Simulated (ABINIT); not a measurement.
## In2O3 (R-3c): bands and cutoff in G0W0 with ABINIT

Aim: raise bands and screening cutoff together for In2O3 (R-3c) and follow gap and time.

Calculated with ABINIT 10.8.3; LDA and many-body steps on it, plane waves.

### Step 1. Starting point

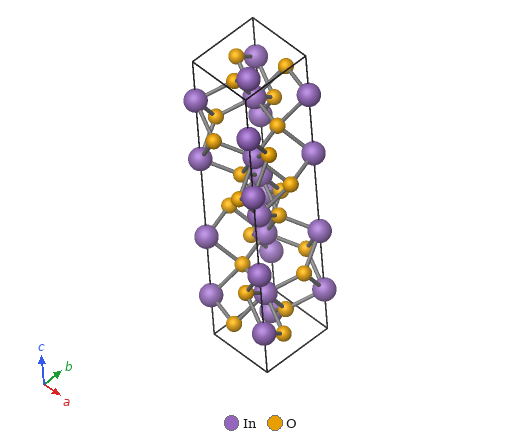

The cell as given, from a free direction (indium purple, oxygen orange). This picture shows the conventional cell, with its axes. Some periodic images of atoms are drawn too.

Coordinates:

```cif
data_structure
_symmetry_space_group_name_H-M 'P 1'
_symmetry_Int_Tables_number 1
_cell_length_a 5.7818
_cell_length_b 5.7818
_cell_length_c 5.7818
_cell_angle_alpha 56.655
_cell_angle_beta 56.655
_cell_angle_gamma 56.655
_cell_volume 126.11
loop_
_atom_site_label
_atom_site_type_symbol
_atom_site_fract_x
_atom_site_fract_y
_atom_site_fract_z
_atom_site_occupancy
In1 In 0.35731 0.35731 0.35731 1
In2 In 0.14269 0.14269 0.14269 1
In3 In 0.64269 0.64269 0.64269 1
In4 In 0.85731 0.85731 0.85731 1
O5 O 0.54800 0.95200 0.25000 1
O6 O 0.25000 0.54800 0.95200 1
O7 O 0.95200 0.25000 0.54800 1
O8 O 0.45200 0.04800 0.75000 1
O9 O 0.75000 0.45200 0.04800 1
O10 O 0.04800 0.75000 0.45200 1
```

The cell and positions come from the Crystallography Open Database and are kept as given unless a step says otherwise. This is not the form that In2O3 usually takes at ambient conditions.

### Step 2. Empty states on the mesh, 2×2×2 mesh, 701 bands

This step: ABINIT 10.8.3; DFT, LDA, plane waves, norm-conserving pseudopotentials.

The sums over transitions need many empty states on a uniform mesh; this step solves for them.

The input, run.abi:

```
acell 3*1.0 Angstrom
rprim 
  2.743499999981 1.583960463511 4.836666666700
  -2.743499999981 1.583960463511 4.836666666700
  -0.000000000000 -3.167920927022 4.836666666700
ntypat 2
znucl 49 8
natom 10
typat 1 1 1 1 2 2 2 2 2 2
xred 
  0.357310000000 0.357310000000 0.357310000000
  0.142690000000 0.142690000000 0.142690000000
  0.642690000000 0.642690000000 0.642690000000
  0.857310000000 0.857310000000 0.857310000000
  0.548000000000 0.952000000000 0.250000000000
  0.250000000000 0.548000000000 0.952000000000
  0.952000000000 0.250000000000 0.548000000000
  0.452000000000 0.048000000000 0.750000000000
  0.750000000000 0.452000000000 0.048000000000
  0.048000000000 0.750000000000 0.452000000000
pp_dirpath "pseudos"
pseudos "In.upf, O.upf"
ecut 42
ngkpt 2 2 2
nshiftk 1
shiftk 0 0 0
kptopt 1
chksymbreak 0
iscf -2
irdden 1
istwfk *1
nband 701
nbdbuf 62
tolwfr 1e-09
nstep 60
prtvol 0
indata_prefix "in"
outdata_prefix "out"
tmpdata_prefix "tmp"
```

On the command line:

```sh
OMP_NUM_THREADS=1 mpirun -n 4 abinit run.abi > log
```

Numbers of over 12 decimals in the logs are rounded to 6 here.

What it wrote:

```text
.Version 10.8.3 of ABINIT. v10.8.2 released Aug 2026.

 Symmetries : space group R-3 c (#167); Bravais hR (rhombohedral)
[... echo of the input left out ...]
== DATASET  1 ==================================================================
-   mpi_nproc: 4, omp_nthreads: 1 (-1 if OMP is not activated)

--- !DatasetInfo
iteration_state: {dtset: 1, }
dimensions: {natom: 10, nkpt: 4, mband: 701, nsppol: 1, nspinor: 1, nspden: 1, mpw: 11092, }
cutoff_energies: {ecut:  42.0, pawecutdg:  -1.0, }
[...]
6.03358    6.04821    6.04823    6.07132    6.07456    6.07486    6.08489    6.09433
   6.09577    6.09599    6.09678    6.09773    6.10011    6.10142    6.11785    6.13344
   6.13982    6.14792    6.15360    6.16053    6.16937
 prteigrs : prtvol=0 or 1, do not print more k-points.

== END DATASET(S) ==============================================================
================================================================================

 -outvars: echo values of variables after computation  --------
            nband         701
             nkpt           4
          spgroup         167
 [... the other variables as echoed above ...]

 Calculation completed.
```

Elapsed: 21 min, on 4 MPI ranks of Arm Neoverse N1, shared host; peak memory 1.3 GiB.

Numbers from this step:

```yaml
gap: 1.234 eV
k_of_the_valence_top: 0.5, 0.5, 0
k_of_the_conduction_bottom: 0, 0, 0
least_direct_gap: 1.246 eV
k_points_computed: 4
lowest_point_of_the_top_converged_band_above_the_valence_top: 150.0011 eV
```

On this mesh the gap is 1.234 eV.

The density comes from a self-consistent run that is not shown.

### Step 3. Screening, 2×2×2 mesh, 174 bands, screening to 68.6 eV

The RPA dielectric matrix is built and inverted for each q.

This step: RPA screening on LDA, plane waves, norm-conserving pseudopotentials.

Changes to run.abi since step 2:

```diff
@@ -28,10 +28,11 @@
 chksymbreak 0
-iscf -2
-irdden 1
 istwfk *1
-nband 701
-nbdbuf 62
-tolwfr 1e-09
-nstep 60
-prtvol 0
+occopt 1
+irdwfk 1
+optdriver 3
+nband 174
+ecuteps 2.52
+inclvkb 2
+awtr 1
+symchi 1
 indata_prefix "in"
```

What it wrote:

```text
.Version 10.8.3 of ABINIT. v10.8.2 released Aug 2026.

 Symmetries : space group R-3 c (#167); Bravais hR (rhombohedral)
[... echo of the input left out ...]
== DATASET  1 ==================================================================
-   mpi_nproc: 4, omp_nthreads: 1 (-1 if OMP is not activated)

--- !DatasetInfo
iteration_state: {dtset: 1, }
dimensions: {natom: 10, nkpt: 4, mband: 174, nsppol: 1, nspinor: 1, nspden: 1, mpw: 11092, }
cutoff_energies: {ecut:  42.0, pawecutdg:  -1.0, }
electrons: {nelect:   1.20000000E+02, charge:   0.00000000E+00, occopt:   1.00000000E+00, tsmear:   1.00000000E-02, }

 SCREENING: Calculation of the susceptibility and dielectric matrices

 Based on a program developped by R.W. Godby, V. Olevano, G. Onida, and L. Reining.
 Incorporated in ABINIT by V. Olevano, G.-M. Rignanese, and M. Torrent.
.Using double precision arithmetic ; gwpc =  8

[... cell and pseudopotentials left out ...]
--------------------------------------------------------------------------------

 ==== K-mesh for the wavefunctions ====
 Number of points in the irreducible wedge :     4
[... list of points left out ...]
 Together with 12 symmetry operations and time-reversal symmetry
 yields     8 points in the full Brillouin Zone.

 ==== Q-mesh for the screening function ====
 Number of points in the irreducible wedge :     4
[... list of points left out ...]
 Together with 12 symmetry operations and time-reversal symmetry
 yields     8 points in the full Brillouin Zone.

 setmesh: FFT mesh size selected  =    40x   40x   40
          total number of points  =        64000

 vcoul_init : cutoff-mode = AUXILIARY_FUNCTION
 q-points for optical limit:   1
     1)      0.000010    0.000020    0.000030

- screening: taking advantage of time-reversal symmetry
- Maximum band index for partially occupied states nbvw = 60
- Remaining bands to be divided among processors   nbcw = 114
- Number of bands treated by each node ~28

 Number of electrons calculated from density =  120.0000; Expected =  120.0000
 average of density, n =  0.141006
 r_s =    1.1919
 omega_plasma =   36.2222 [eV]

 calculating chi0 at frequencies [eV] :
  1    0.000000E+00    0.000000E+00
  2    0.000000E+00    3.622218E+01

--------------------------------------------------------------------------------
  q-point number  1        q = ( 0.000000, 0.000000, 0.000000) [r.l.u.]
--------------------------------------------------------------------------------
[... chi0 elements left out ...]
 For q-point:  0.000010 0.000020 0.000030
  dielectric constant =   8.6822
  dielectric constant without local fields =   8.7936

  Average fulfillment of the sum rule on Im[epsilon] for q-point    1 :     40.76  [%]
[... wings left out ...]
  q-point number  2        q = ( 0.500000, 0.000000, 0.000000) [r.l.u.]
--------------------------------------------------------------------------------
[... chi0 elements left out ...]
  Average fulfillment of the sum rule on Im[epsilon] for q-point    2 :     45.91  [%]

 [... 2 further q-points ...]
```

Run time: 3.6 min. Hardware: 4 MPI ranks; peak memory 2.4 GiB.

This step gave:

```
ε∞ with local fields, on this mesh, along the program's q direction : 8.682
the same without local fields                                       : 8.794
plasma frequency                                                    : 36.22 eV
plane waves in the screening matrix                                 : 169
```

Local fields lower ε∞ by 1 %. On a Γ-centred mesh this coarse the value itself is usually too large, while a short band sum pulls it down.

### Step 4. 174 bands, 68.6 eV

The self-energy is evaluated for the states that the input lists, and the levels follow from it, in one-shot runs by the linearised quasiparticle equation.

This step: G0W0 on LDA, plane waves, norm-conserving pseudopotentials.

Changes to run.abi since step 3:

```diff
@@ -31,8 +31,21 @@
 irdwfk 1
-optdriver 3
+optdriver 4
 nband 174
+gwcalctyp 0
+ecutsigx 42
+symsigma 1
+nkptgw 4
+kptgw 
+  0.5000000000 0.5000000000 0.0000000000
+  0.0000000000 0.0000000000 0.0000000000
+  0.5000000000 0.0000000000 0.0000000000
+  0.5000000000 0.5000000000 0.5000000000
+bdgw 
+  59 62
+  59 62
+  59 62
+  57 62
 ecuteps 2.52
-inclvkb 2
-awtr 1
-symchi 1
+irdscr 1
+ppmodel 1
 indata_prefix "in"
```

What it wrote:

```text
.Version 10.8.3 of ABINIT. v10.8.2 released Aug 2026.

 Symmetries : space group R-3 c (#167); Bravais hR (rhombohedral)
[... echo of the input left out ...]
== DATASET  1 ==================================================================
-   mpi_nproc: 4, omp_nthreads: 1 (-1 if OMP is not activated)

--- !DatasetInfo
iteration_state: {dtset: 1, }
dimensions: {natom: 10, nkpt: 4, mband: 174, nsppol: 1, nspinor: 1, nspden: 1, mpw: 11092, }
cutoff_energies: {ecut:  42.0, pawecutdg:  -1.0, }
electrons: {nelect:   1.20000000E+02, charge:   0.00000000E+00, occopt:   1.00000000E+00, tsmear:   1.00000000E-02, }

 SIGMA: Calculation of the GW corrections

 Based on a program developped by R.W. Godby, V. Olevano, G. Onida, and L. Reining.
 Incorporated in ABINIT by V. Olevano, G.-M. Rignanese, and M. Torrent.
.Using double precision arithmetic ; gwpc =  8

[... cell and pseudopotentials left out ...]
--------------------------------------------------------------------------------

 ==== K-mesh for the wavefunctions ====
 Number of points in the irreducible wedge :     4
[... list of points left out ...]
 Together with 12 symmetry operations and time-reversal symmetry
 yields     8 points in the full Brillouin Zone.

 ==== Q-mesh for screening function ====
 Number of points in the irreducible wedge :     4
[... list of points left out ...]
 Together with 12 symmetry operations and time-reversal symmetry
 yields     8 points in the full Brillouin Zone.

 vcoul_init : cutoff-mode = AUXILIARY_FUNCTION
 q-points for optical limit:   1
     1)      0.000010    0.000020    0.000030
 setmesh: FFT mesh size selected  =    64x   64x   64
          total number of points  =       262144

 Number of electrons calculated from density =  120.0000; Expected =  120.0000
 average of density, n =  0.141006
 r_s =    1.1919
 omega_plasma =   36.2222 [eV]

 === KS Band Gaps ===
  >>>> For spin  1
   Minimum direct gap =   1.2462 [eV], located at k-point      :   0.0000  0.0000  0.0000
   Fundamental gap    =   1.2343 [eV], Top of valence bands at :   0.5000  0.5000  0.0000
                                       Bottom of conduction at :   0.0000  0.0000  0.0000
 SIGMA fundamental parameters:
 PLASMON POLE MODEL  1
 number of plane-waves for SigmaX                11031
 number of plane-waves for SigmaC and W            169
 number of plane-waves for wavefunctions         11031
 number of bands                                   174
 number of independent spin polarizations            1
 number of spinorial components                      1
 number of k-points in IBZ                           4
 number of q-points in IBZ                           4
 number of symmetry operations                      12
 number of k-points in BZ                            8
 number of q-points in BZ                            8
 number of frequencies for dSigma/dE                 9
 frequency step for dSigma/dE [eV]                0.25
 number of omega for Sigma on real axis              0
 max omega for Sigma on real axis  [eV]           0.00
 zcut for avoiding poles [eV]                     0.10

 EPSILON^-1 parameters (SCR file):
 dimension of the eps^-1 matrix on file            169
 dimension of the eps^-1 matrix used               169
 number of plane-waves for wavefunctions         11031
 number of bands                                   174
 number of q-points in IBZ                           4
 number of frequencies                               2
 number of real frequencies                          1
 number of imag frequencies                          1

 matrix elements of self-energy operator (all in [eV])

 Perturbative Calculation

--- !SelfEnergy_ee
iteration_state: {dtset: 1, }
kpoint     : [   0.500,    0.500,    0.000, ]
spin       : 1
KS_gap     :    5.130
QP_gap     :    6.742
Delta_QP_KS:    1.613
data: !SigmaeeData |
     Band     E0 <VxcDFT>   SigX SigC(E0)      Z dSigC/dE  Sig(E)    E-E0       E
       59   5.079 -20.634 -25.264   4.808   0.793  -0.261 -20.493   0.141   5.220
       60   5.128 -20.454 -25.207   4.890   0.791  -0.264 -20.346   0.109   5.237
       61  10.258 -17.471 -12.366  -3.026   0.828  -0.208 -15.749   1.722  11.980
       62  10.566 -17.425 -12.318  -2.944   0.824  -0.214 -15.643   1.782  12.348

--- !SelfEnergy_ee
iteration_state: {dtset: 1, }
kpoint     : [   0.000,    0.000,    0.000, ]
spin       : 1
KS_gap     :    1.246
QP_gap     :    2.304
Delta_QP_KS:    1.058
data: !SigmaeeData |
     Band     E0 <VxcDFT>   SigX SigC(E0)      Z dSigC/dE  Sig(E)    E-E0       E
       59   5.117 -20.973 -25.537   4.722   0.795  -0.257 -20.847   0.126   5.242
       60   5.117 -20.973 -25.537   4.722   0.795  -0.257 -20.847   0.126   5.242
[...]
--- !SelfEnergy_ee
iteration_state: {dtset: 1, }
kpoint     : [   0.500,    0.000,    0.000, ]
spin       : 1
KS_gap     :    4.928
QP_gap     :    6.466
Delta_QP_KS:    1.538
data: !SigmaeeData |
     Band     E0 <VxcDFT>   SigX SigC(E0)      Z dSigC/dE  Sig(E)    E-E0       E
[...]
--- !SelfEnergy_ee
iteration_state: {dtset: 1, }
kpoint     : [   0.500,    0.500,    0.500, ]
spin       : 1
KS_gap     :    4.510
QP_gap     :    5.940
Delta_QP_KS:    1.430
data: !SigmaeeData |
     Band     E0 <VxcDFT>   SigX SigC(E0)      Z dSigC/dE  Sig(E)    E-E0       E
[...]
60   4.974 -20.375 -25.105   4.845   0.792  -0.262 -20.283   0.092   5.065
       61   9.484 -16.588 -11.934  -2.819   0.829  -0.206 -15.066   1.522  11.006
       62   9.484 -16.588 -11.934  -2.819   0.829  -0.206 -15.066   1.522  11.006

 New Fermi energy :        2.349841E-01 Ha ,    6.394242E+00 eV

 === QP Band Gaps ===
  >>>> For spin  1
   Minimum direct gap =   2.3040 [eV], located at k-point      :   0.0000  0.0000  0.0000
   Fundamental gap    =   2.3040 [eV], Top of valence bands at :   0.0000  0.0000  0.0000
                                       Bottom of conduction at :   0.0000  0.0000  0.0000

== END DATASET(S) ==============================================================
================================================================================

 -outvars: echo values of variables after computation  --------
           etotal      0.0000000000E+00
            nband         174
             nkpt           4
          spgroup         167
 [... the other variables as echoed above ...]

 Calculation completed.
```

It took 27 s on 4 MPI ranks; peak memory 2 GiB.

Numbers from this step:

- G0W0 gap on the mesh: 2.304 eV
- starting gap on the mesh: 1.234 eV
- k of the valence top: 0, 0, 0
- k of the conduction bottom: 0, 0, 0
- Z at the valence top: 0.795
- Z at the conduction bottom: 0.844
- least direct G0W0 gap on the computed points: 2.304 eV

The gap on the mesh goes from 1.23 eV to 2.30 eV, a correction of +1.07 eV.

### Step 5. Screening, 2×2×2 mesh, 234 bands, screening to 90.6 eV

This step: RPA screening on LDA, plane waves, norm-conserving pseudopotentials.

Changes to run.abi since step 4:

```diff
@@ -31,21 +31,8 @@
 irdwfk 1
-optdriver 4
-nband 174
-gwcalctyp 0
-ecutsigx 42
-symsigma 1
-nkptgw 4
-kptgw 
-  0.5000000000 0.5000000000 0.0000000000
-  0.0000000000 0.0000000000 0.0000000000
-  0.5000000000 0.0000000000 0.0000000000
-  0.5000000000 0.5000000000 0.5000000000
-bdgw 
-  59 62
-  59 62
-  59 62
-  57 62
-ecuteps 2.52
-irdscr 1
-ppmodel 1
+optdriver 3
+nband 234
+ecuteps 3.33
+inclvkb 2
+awtr 1
+symchi 1
 indata_prefix "in"
```

What it wrote:

```text
.Version 10.8.3 of ABINIT. v10.8.2 released Aug 2026.

 Symmetries : space group R-3 c (#167); Bravais hR (rhombohedral)
[... echo of the input left out ...]
== DATASET  1 ==================================================================
-   mpi_nproc: 4, omp_nthreads: 1 (-1 if OMP is not activated)

--- !DatasetInfo
iteration_state: {dtset: 1, }
dimensions: {natom: 10, nkpt: 4, mband: 234, nsppol: 1, nspinor: 1, nspden: 1, mpw: 11092, }
cutoff_energies: {ecut:  42.0, pawecutdg:  -1.0, }
electrons: {nelect:   1.20000000E+02, charge:   0.00000000E+00, occopt:   1.00000000E+00, tsmear:   1.00000000E-02, }

 SCREENING: Calculation of the susceptibility and dielectric matrices

 Based on a program developped by R.W. Godby, V. Olevano, G. Onida, and L. Reining.
 Incorporated in ABINIT by V. Olevano, G.-M. Rignanese, and M. Torrent.
.Using double precision arithmetic ; gwpc =  8

[... cell and pseudopotentials left out ...]
--------------------------------------------------------------------------------

 ==== K-mesh for the wavefunctions ====
 Number of points in the irreducible wedge :     4
[... list of points left out ...]
 Together with 12 symmetry operations and time-reversal symmetry
 yields     8 points in the full Brillouin Zone.

 ==== Q-mesh for the screening function ====
 Number of points in the irreducible wedge :     4
[... list of points left out ...]
 Together with 12 symmetry operations and time-reversal symmetry
 yields     8 points in the full Brillouin Zone.

 setmesh: FFT mesh size selected  =    48x   48x   48
          total number of points  =       110592

 vcoul_init : cutoff-mode = AUXILIARY_FUNCTION
 q-points for optical limit:   1
     1)      0.000010    0.000020    0.000030

- screening: taking advantage of time-reversal symmetry
- Maximum band index for partially occupied states nbvw = 60
- Remaining bands to be divided among processors   nbcw = 174
- Number of bands treated by each node ~43

 Number of electrons calculated from density =  120.0000; Expected =  120.0000
 average of density, n =  0.141006
 r_s =    1.1919
 omega_plasma =   36.2222 [eV]

 calculating chi0 at frequencies [eV] :
  1    0.000000E+00    0.000000E+00
  2    0.000000E+00    3.622218E+01

--------------------------------------------------------------------------------
  q-point number  1        q = ( 0.000000, 0.000000, 0.000000) [r.l.u.]
--------------------------------------------------------------------------------
[... chi0 elements left out ...]
 For q-point:  0.000010 0.000020 0.000030
  dielectric constant =   8.5273
  dielectric constant without local fields =   8.8286

  Average fulfillment of the sum rule on Im[epsilon] for q-point    1 :     51.89  [%]
[... wings left out ...]
  q-point number  2        q = ( 0.500000, 0.000000, 0.000000) [r.l.u.]
--------------------------------------------------------------------------------
[... chi0 elements left out ...]
  Average fulfillment of the sum rule on Im[epsilon] for q-point    2 :     56.90  [%]

 [... 2 further q-points ...]
```

Wall time 6.6 min (4 MPI ranks); peak memory 3.8 GiB.

This step gave:

* ε∞ with local fields, on this mesh, along the program's q direction: 8.527
* the same without local fields: 8.829
* plasma frequency: 36.22 eV
* plane waves in the screening matrix: 259

(Part 1 of 2 ends here.)

[Paths, hosts, dates, memory and timing lines, banners, echoed tables and standing remarks are left out of the program output.]

[Logs are printed without paths, hosts, clocks, repeated set-up lines and the standing remarks that a program may print on its own settings, such as how far it seeks lower states.]

[Runs of the session that timed out or met a known fault of the program may be left out.]

[Hosts, paths, dates, database ids (printed as entryN), source tags and the programs' standing remarks are cut or masked in the printed files.]

[G0W0 gaps are taken among the corrected bands and points alone; a level outside them can change the order at an edge.]

[Where Ansatz stands beside ABINIT at settings called matched, ABINIT's density can come from a denser mesh and the files from another edition; pairs whose starting gaps differed by over 0.03 eV were left out, so agreement reads better than it is.]
